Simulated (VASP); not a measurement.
Band structure of Ag (fcc). All values below come from rev-vdW-DF2, VASP's PBE PAW potentials (set 64) (plane waves; VASP).

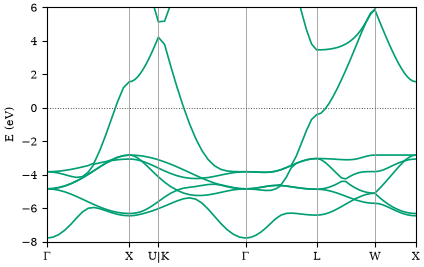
Bands along high-symmetry lines, zero at the valence-band maximum or, without a gap, the Fermi level

Problem. Read the plot: is there a gap, and where are the band edges?

Solution. It has no gap at this level: it comes out as a metal or semimetal. (Edges off the drawn lines would not show.)

The compound is Ag in the fcc structure. It was relaxed first.
